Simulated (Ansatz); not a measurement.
**SiCl2 (SMILES Cl[Si]Cl) at RPA@PBE0/cc-pVTZ**

What is the energy change on altering one bond length of SiCl2 at RPA@PBE0/cc-pVTZ? 

Program for the calculation: Ansatz 0.2.0.

37 further runs of the same task are left out: 1 that didn't finish, 36 set aside as unsound or not needed.

### Step 1. The structure to begin with

The species is SiCl2 (3 atoms), meant as a singlet with charge 0. SMILES: `Cl[Si]Cl`. The coordinates come from a PBE0-D4/def2-TZVP relaxation.

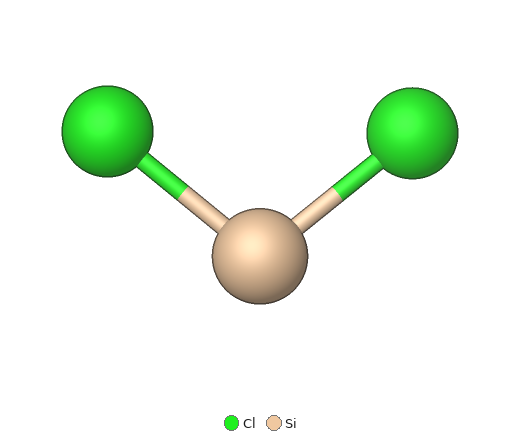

The structure, seen from a chosen angle (chlorine green, silicon light orange).

### Step 2. The energy at RPA@PBE0/cc-pVTZ

File job.yaml:

```yaml
crystal:
  periodic: [false, false, false]
  atoms:
    - {symbol: Cl, position_ang: [0.293800, 1.603800, 0.338000]}
    - {symbol: Si, position_ang: [-0.770100, -0.010400, -0.422000]}
    - {symbol: Cl, position_ang: [0.476300, -1.593400, 0.084000]}
basis:
  gaussian:
    orbitals: cc-pVTZ
accuracy: high
hamiltonian:
  xc: pbe0
correlation:
  method: rpa
  frozen_orbitals: {Cl: 5, Si: 5}
```

On the command line:

```console
ansatz run job.yaml --threads 1 --pin off --max-ram 3480MiB --events-out events.jsonl --progress --plain --runs-dir runs
```

Standard output:

```text
Warning: RAYON_NUM_THREADS=1 ignored (pool sized by the plan → 1); use --threads N
Functional definition: PBE0
  name "PBE0"
  parameter a = 0.25
  parameter kappa = 0.804
  parameter beta = 0.06672455060314922
  exchange = (1 - a)*pbe_x(kappa = kappa, mu = beta*pi^2/3) + a*exact_x
  correlation = pbe_c(beta = beta)
1569 factors; integrals over basis functions are off by at most 3.2e-9 eV
mean field evaluation 1: about -32913.8903 eV, gradient 1.5e1 eV
mean field evaluation 2: about -32913.9862 eV, gradient 1.5e1 eV
mean field evaluation 4: about -32914.5729 eV, gradient 2.2e0 eV
mean field evaluation 8: about -32914.5879 eV, gradient 3.1e-2 eV
mean field evaluation 16: about -32914.5879 eV, gradient 4.4e-6 eV
mean field -32914.58794169 eV, -1209.5887965481 hartree, gradient 4.1e-8 eV, S^2 0.000000; 0 other end points of the search recorded, 0 dependent functions left out
15 core orbitals not correlated: weight in the atoms' cores, before any rotation towards them, 1.000 or more for the frozen orbitals, at most 0.000 for the correlated occupied ones
reference -32872.38588611 eV, -1208.0378996112 hartree; 9, 9 occupied and 78, 78 virtual orbitals, 1569 factors
Total energy: -32891.69676119 eV, -1208.7475611807 hartree
```

Run time: 12 s. Hardware: 1 thread of Arm Neoverse V1, shared host; peak memory 0.28 GiB.

### Step 3. The distorted shape

File run.yaml:

```yaml
crystal:
  periodic: [false, false, false]
  atoms:
    - symbol: Cl
      position_ang: [-1.201881, 3.503401, -0.269200]
    - symbol: Si
      position_ang: [-2.265781, 1.889201, -1.029200]
    - symbol: Cl
      position_ang: [0.476300, -1.593400, 0.084000]
basis:
  gaussian:
    orbitals: cc-pVTZ
magnetization:
  spin_polarized: false
hamiltonian:
  xc: {name: PBE0}
correlation:
  method: rpa
  frozen_orbitals: {Cl: 5, Si: 5}
accuracy: high
```

On the command line:

```console
ansatz run run.yaml --threads 1 --pin off --max-ram 3480MiB --events-out events.jsonl --progress --plain --runs-dir runs
```

Standard output (excerpt; [...] marks lines left out):

```text
Warning: RAYON_NUM_THREADS=1 ignored (pool sized by the plan → 1); use --threads N
Functional definition: PBE0
  name "PBE0"
[...]
1369 factors; integrals over basis functions are off by at most 3.7e-9 eV
[...]
mean field -32910.24039817 eV, -1209.4290272707 hartree, gradient 1.8e-8 eV, S^2 0.000000; 10 other end points of the search recorded, 0 dependent functions left out; unrestricted orbitals would lower it
[...]
unrestricted determinant -32869.70836946 eV, -1207.9395026892 hartree, S^2 1.0249
15 core orbitals not correlated: weight in the atoms' cores, before any rotation towards them, 1.000 or more for the frozen orbitals, at most 0.000 for the correlated occupied ones
reference -32867.26610675 eV, -1207.8497511899 hartree; 9, 9 occupied and 78, 78 virtual orbitals, 1369 factors
Total energy: -32887.62088536 eV, -1208.5977755070 hartree
```

Wall time 37 s (1 thread of Arm Neoverse V1, shared host); peak memory 0.31 GiB.

### Step 4. Summary of results

Level: RPA@PBE0/cc-pVTZ, 15 core orbitals frozen.

| quantity | value |
| --- | --- |
| first shape: total energy | -1208.74756 Eh |
| first shape: RPA correlation energy (valence) | -709.7 mEh |
| distorted shape: total energy | -1208.59778 Eh |
| distorted shape: RPA correlation energy (valence) | -748.0 mEh |
| energy change with the Si2–Cl3 bond stretched from 2.077 to 4.570 Å | 4.076 eV |

**Reading.** One bond (distorted shape) is far stretched, which a spin-restricted single reference describes badly; a broken-symmetry solution may lie lower. With the Si2–Cl3 bond stretched from 2.077 to 4.570 Å the energy rises by 4.08 eV (94 kcal/mol). The first shape isn't relaxed at this level, so the change isn't measured from a minimum. A restricted reference can't describe the breaking bond well at this length. The restricted solution (distorted shape) is unstable to spin breaking: an unrestricted one lies lower.
